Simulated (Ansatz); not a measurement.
**Nudged elastic band of TaNH$_{3}$BrF$_{4}$**

The run: nudged elastic band of TaNH$_{3}$BrF$_{4}$. Method and program: RHF/def2-SVP (Ansatz 0.2.0).

One setting was made poor on purpose. It belongs to a series of runs on one base structure; here: an input spoilt on purpose.

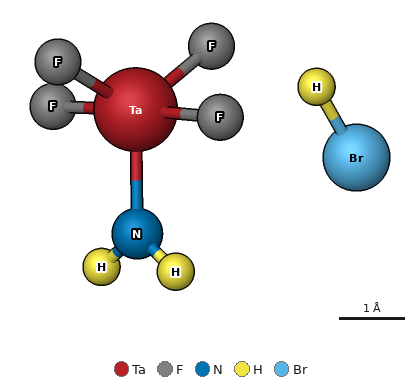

**Figure 1.** The input geometry (ball-and-stick view, seen at a tilt). Sticks mark near contacts. Bond lengths as drawn: Br–H 1.41 Å, F–Ta 1.87 to 1.88 Å, H–N 1.01 Å and N–Ta 1.94 Å.

### Input
```yaml
crystal:
  periodic: [false, false, false]
  atoms:
    - { symbol: Ta, position_ang: [-0.244838, 0.144027, -0.064115] }
    - { symbol: F, position_ang: [1.553349, -0.034651, 0.455877] }
    - { symbol: F, position_ang: [-0.732958, 0.43635, 1.731074] }
    - { symbol: F, position_ang: [0.234043, -0.231443, -1.846233] }
    - { symbol: F, position_ang: [-1.048274, 1.747769, -0.582073] }
    - { symbol: "N", position_ang: [-1.360227, -1.442908, -0.068479] }
    - { symbol: H, position_ang: [-1.882094, -1.761059, 0.729858] }
    - { symbol: H, position_ang: [-1.452852, -2.058746, -0.858081] }
    - { symbol: Br, position_ang: [2.764603, -3.241815, 1.475776] }
    - { symbol: H, position_ang: [2.809848, -1.860622, 1.193896] }
basis:
  gaussian: { orbitals: def2-SVP }
hamiltonian:
  xc: hf
neb:
  order_check: false
  images: 7
  f_tol: 0.05
  max_iterations: 8
  final_atoms:
    - { symbol: Ta, position: [0.03139115, -0.68471691, 0.18015853] }
    - { symbol: F, position: [2.18391832, 0.36923925, 0.57663023] }
    - { symbol: F, position: [-0.3735906, -0.30731152, 1.9785811] }
    - { symbol: F, position: [0.61867244, -0.99885298, -1.57986539] }
    - { symbol: F, position: [-0.18731004, 1.12973897, -0.23400031] }
    - { symbol: "N", position: [-1.67636582, -1.51082917, -0.13712906] }
    - { symbol: H, position: [-2.39911735, -1.59797488, 0.55718242] }
    - { symbol: H, position: [-1.95443369, -1.90243382, -1.02121685] }
    - { symbol: Br, position: [1.56066194, -2.60204526, 0.97605878] }
    - { symbol: H, position: [2.83677363, -0.19791167, 0.87110055] }
  initial_path: idpp
```

Launch command:
```bash
ansatz run input.yaml --threads 4 --pin off --max-ram 5120MiB --backend cpu --events-out ev --progress --plain --runs-dir out
```

### The program's output
```
Error: 10 input errors — fix all and re-run
  1. invalid value for `neb.final_atoms`: atom 0 takes position alone, and under basis.gaussian position_ang alone
  2. invalid value for `neb.final_atoms`: atom 1 takes position alone, and under basis.gaussian position_ang alone
  3. invalid value for `neb.final_atoms`: atom 2 takes position alone, and under basis.gaussian position_ang alone
  4. invalid value for `neb.final_atoms`: atom 3 takes position alone, and under basis.gaussian position_ang alone
  5. invalid value for `neb.final_atoms`: atom 4 takes position alone, and under basis.gaussian position_ang alone
  6. invalid value for `neb.final_atoms`: atom 5 takes position alone, and under basis.gaussian position_ang alone
  7. invalid value for `neb.final_atoms`: atom 6 takes position alone, and under basis.gaussian position_ang alone
  8. invalid value for `neb.final_atoms`: atom 7 takes position alone, and under basis.gaussian position_ang alone
  9. invalid value for `neb.final_atoms`: atom 8 takes position alone, and under basis.gaussian position_ang alone
 10. invalid value for `neb.final_atoms`: atom 9 takes position alone, and under basis.gaussian position_ang alone
```

### What the run reported

```json
{"quantity": "outcome", "value": "refused by the program"}
{"quantity": "hardware", "value": "4 threads of Intel Xeon (Granite Rapids), 32 GiB of memory available, shared host"}
```

### What went wrong

The program refused the input: “10 input errors — fix all and re-run 1. invalid value for `neb.final_atoms`: atom 0 takes position alone, and under basis.gaussian position_ang alone 2. invalid value for `neb.final_atoms`: atom 1 takes position alone, and under basis.gaussian position_ang alone 3. invalid value for `neb.final_atoms`: atom 2 takes position alone, and under basis.gaussian position_ang alone 4 …” A deliberately poor setting: bad input.
